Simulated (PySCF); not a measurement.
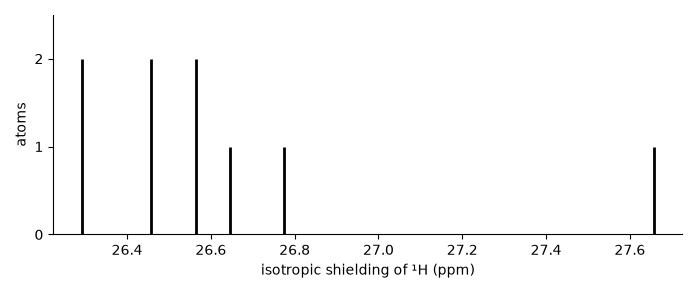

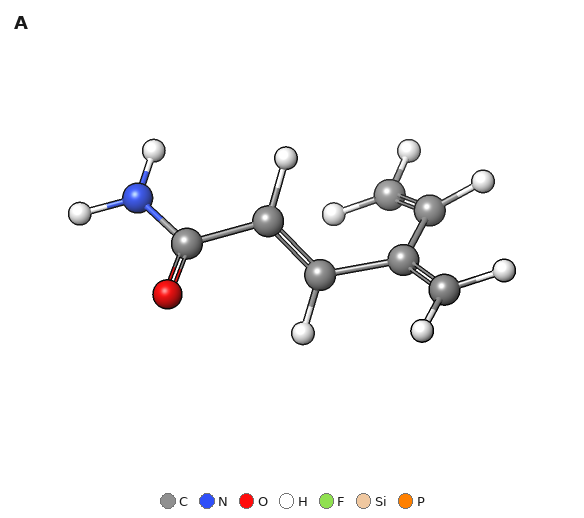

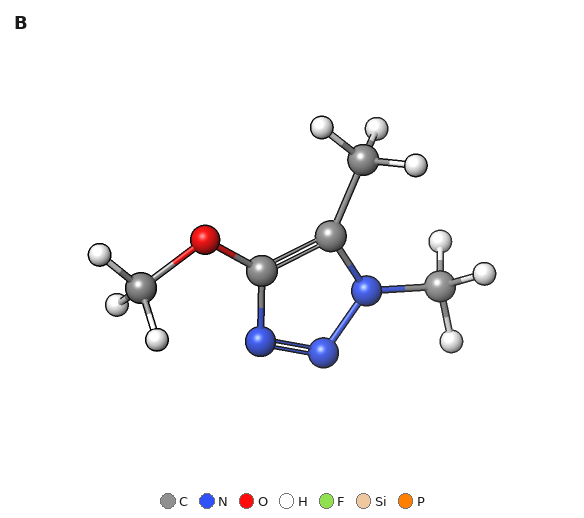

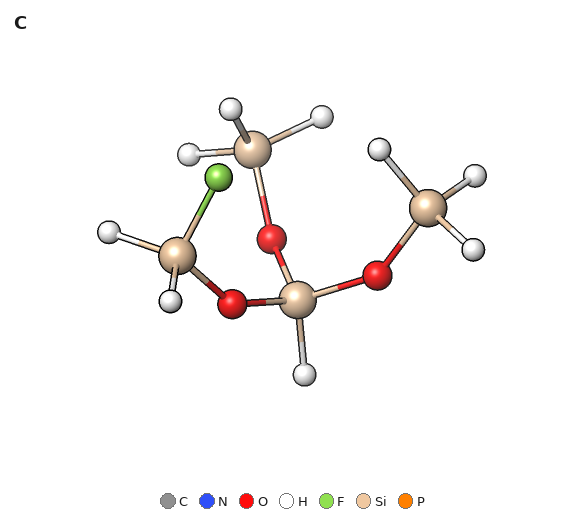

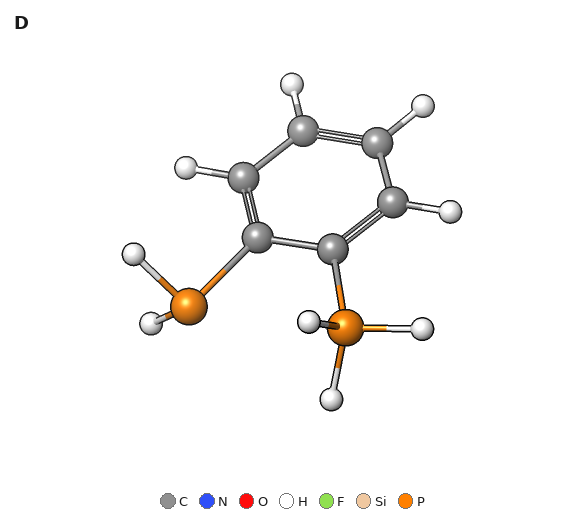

The sticks are computed shieldings of one of the molecules, for one fixed geometry (GFN2-xTB) without averaging over rotations. Low shielding means a high chemical shift. Method: GIAO PBE0/pcSseg-1 NMR shielding, non-relativistic, gas phase (PySCF 2.14.0).

Which molecule gives this pattern?

Answer. C, `F[SiH2]O[SiH](O[SiH3])O[SiH3]`. Its 9 H atoms give lines at 26.29 (2 atoms), 26.46 (2 atoms), 26.56 (2 atoms), 26.65, 26.78, 27.66 ppm.

The geometry is semi-empirical. Around P, Si such bond lengths and angles can be off by a tenth of an ångström or more and by several degrees, and values that hang on the shape move with them.
